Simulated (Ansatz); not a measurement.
**Two runs on Si$_{4}$H$_{8}$**

System: Si$_{4}$H$_{8}$ (cyclo-(SiH2)4).
Method of run A: RKS r2SCAN-D4/def2-TZVP (Ansatz 0.2.0).

The geometry comes from this level: PBE-D4/def2-SVP. Text and figures count atoms from 1; the logs count them from 0 in places.

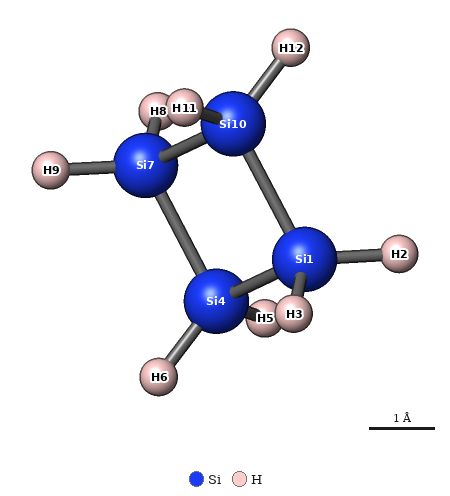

Figure 1. The structure (ball-and-stick view, seen at a tilt; atoms are numbered from 1 in the order of the input). Bond lengths as drawn: H–Si 1.51 Å and Si–Si 2.38 Å.

### Input file, run A
```yaml
crystal:
  periodic: [false, false, false]
  atoms:
    - {symbol: Si, position_ang: [0.976734, -1.373195, -0.023577]}
    - {symbol: H, position_ang: [0.486313, -2.797488, 0.039394]}
    - {symbol: H, position_ang: [2.481780, -1.387311, -0.110763]}
    - {symbol: Si, position_ang: [0.100407, 0.042547, 1.681667]}
    - {symbol: H, position_ang: [-0.838209, -0.644129, 2.641061]}
    - {symbol: H, position_ang: [1.148546, 0.776992, 2.478577]}
    - {symbol: Si, position_ang: [-0.981218, 1.369993, 0.023920]}
    - {symbol: H, position_ang: [-2.486345, 1.367945, 0.111499]}
    - {symbol: H, position_ang: [-0.506080, 2.799451, -0.038279]}
    - {symbol: Si, position_ang: [-0.095438, -0.038994, -1.682038]}
    - {symbol: H, position_ang: [0.850828, 0.652948, -2.630114]}
    - {symbol: H, position_ang: [-1.137308, -0.768739, -2.491336]}
basis:
  gaussian: {orbitals: def2-TZVP, initial_orbitals: start.molden}
hamiltonian: {xc: r2scan, dispersion: d4}
scf: {omitted_lower_state_checks: [starts]}
output: {orbitals: {seedname: orbitals}}
```

Launched with:
```bash
ansatz run in.yaml --threads 4 --pin off --events-out ev --progress --plain --max-ram 3916MiB
```

Hardware: 4 threads of Arm Neoverse V1, 23 GiB of memory available, shared host.

### Output (run A)
```
Functional definition: r2SCAN
  parameter k0 = 0.174
  parameter k1 = 0.065
  parameter a1 = 4.9479
  exchange = r2scan_x(k0 = k0, k1 = k1, a1 = a1)
  correlation = r2scan_c
these checks for a lower state are left out or cut short: starts
1360 factors; their error is unknown
mean field evaluation 1: about -31638.3560 eV, gradient 8.4e0 eV
mean field evaluation 2: about -31638.3998 eV, gradient 7.1e-2 eV
mean field evaluation 4: about -31638.3711 eV, gradient 4.6e-5 eV
mean field -31638.37107925 eV, -1162.6886919044 hartree, gradient 3.0e-6 eV, S^2 0.000000; 0 other end points of the search recorded, 0 dependent functions left out
reference -31638.37109627 eV, -1162.6886925296 hartree; 32, 32 occupied and 164, 164 virtual orbitals, 1360 factors
Total energy: -31638.45598529 eV, -1162.6918121438 hartree
Checks for a lower state left out: starts
```

The input of run B differs as follows (lines with − go, lines with + come):
```diff
+total_charge: 1
+magnetization: {spin_polarized: true, initial_magnetization: 1}
```

Predict how the results change.

The two differ by one electron: at this geometry, removing it changes the energy by 9.16 eV. The HOMO goes from −6.80 to −11.85 eV. The LUMO goes from −2.16 to −11.47 eV. On the same kind of shared host run B took about 2.3 times as long.

### Output (run B)
```
Functional definition: r2SCAN
  parameter k0 = 0.174
  parameter k1 = 0.065
  parameter a1 = 4.9479
  exchange = r2scan_x(k0 = k0, k1 = k1, a1 = a1)
  correlation = r2scan_c
these checks for a lower state are left out or cut short: starts
1360 factors; their error is unknown
mean field evaluation 1: about -31629.2016 eV, gradient 6.0e0 eV
mean field evaluation 2: about -31629.2478 eV, gradient 7.7e-2 eV
mean field evaluation 4: about -31629.2199 eV, gradient 1.7e-4 eV
mean field -31629.21986449 eV, -1162.3523909647 hartree, gradient 2.0e-5 eV, S^2 0.764279; 0 other end points of the search recorded, 0 dependent functions left out
reference -31629.21988544 eV, -1162.3523917346 hartree; 32, 31 occupied and 164, 165 virtual orbitals, 1360 factors
Total energy: -31629.29251648 eV, -1162.3550608763 hartree
Checks for a lower state left out: starts
```

### The two runs side by side

| quantity | run A | run B |
| --- | --- | --- |
| outcome | converged | converged |
| total energy (hartree) | −1162.691812 | −1162.355061 |
| HOMO (eV) | −6.80 | −11.85 |
| LUMO (eV) | −2.16 | −11.47 |
| basis functions | 196 | 196 |
| ⟨S²⟩ | – | 0.764 |
| wall time (shared host) | 4 s | 9 s |
